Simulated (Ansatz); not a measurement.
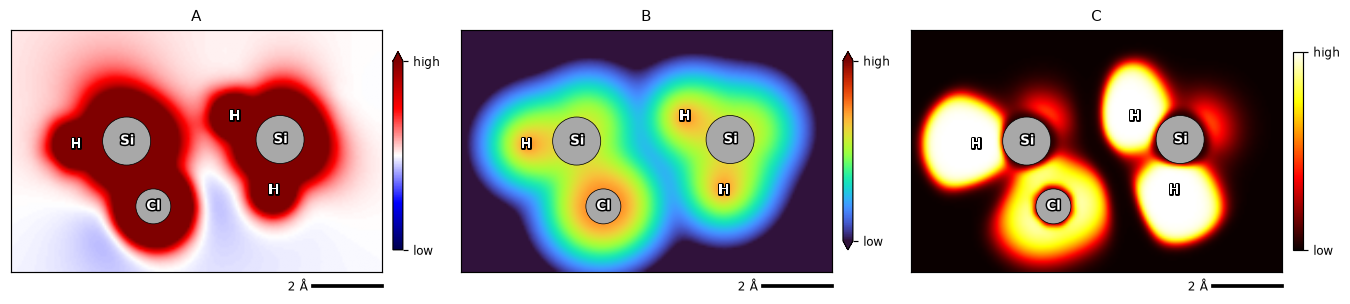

ClH3Si···SiH4: 3 fields on the plane of atoms H5, Si1 and Cl7, with unlabelled colour scales. Grey discs cover the atomic cores.

The product side of a reaction path; geometry: PBE0-D4/def2-TZVP.

Level of theory: Ansatz 0.2.0, RKS PBE0-D4/def2-TZVPP.

### The panels show electron density, electron localisation function and electrostatic potential in some order. Assign them.

Panel A: electrostatic potential (strongly positive close to the atoms and fading to about zero outside). Panel B: electron density. Panel C: electron localisation function. From the grid: Si1···H2 (3.22 Å): the density falls to about 0.03 e/Å³ on the way; the ELF dips to about 0 between them: a weak contact between the two molecules. Si–Cl (2.05 Å): the density is about 0.9 e/Å³ at the midpoint; the ELF peaks at about 0.85 between the atoms (a polar covalent bond).
